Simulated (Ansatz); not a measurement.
## What Sb interstitial (started 2.66 Å from the nearest host atom), symmetric start does to InSb

Consider an 8-atom supercell of InSb in the zinc blende structure (space group F-43m, No. 216; a = 6.520 Å) at its relaxed geometry.

One thing is altered: a neutral Sb interstitial (started 2.66 Å from the nearest host atom), symmetric start, atoms relaxed at fixed cell.

Method: plane-wave PAW DFT at the PBEsol level (Ansatz, an electronic-structure program, 420 eV), scalar-relativistic without spin-orbit coupling, earlier PAW set. Γ-centred 5×5×5 mesh, Fermi–Dirac width 0.05 eV.

```tsv
quantity	base	changed	shift
pressure	0.0 GPa	5.9 GPa	+5.9 GPa
largest displacement of a host atom from its site in the perfect cell	–	0.37 Å	–
final site of the added atom	–	6 In at 2.88–3.69 Å and 4 Sb at 3.00 Å	–
```

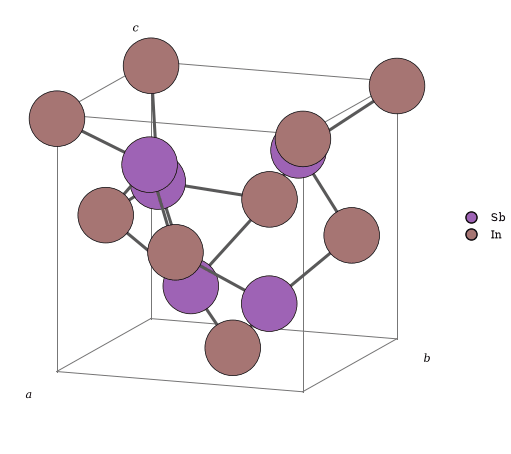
*The relaxed cell after the change*

Cost of the whole job for the changed cell (relaxation, final SCF and bands): roughly 7 core-minutes.

In so small a cell the defect repeats every few ångströms: this is an ordered compound, not a dilute defect. The defect started on the symmetric site and kept its symmetry, so it may sit on a saddle. All final runs are without spin polarisation. The defect cell is not spin-polarised.
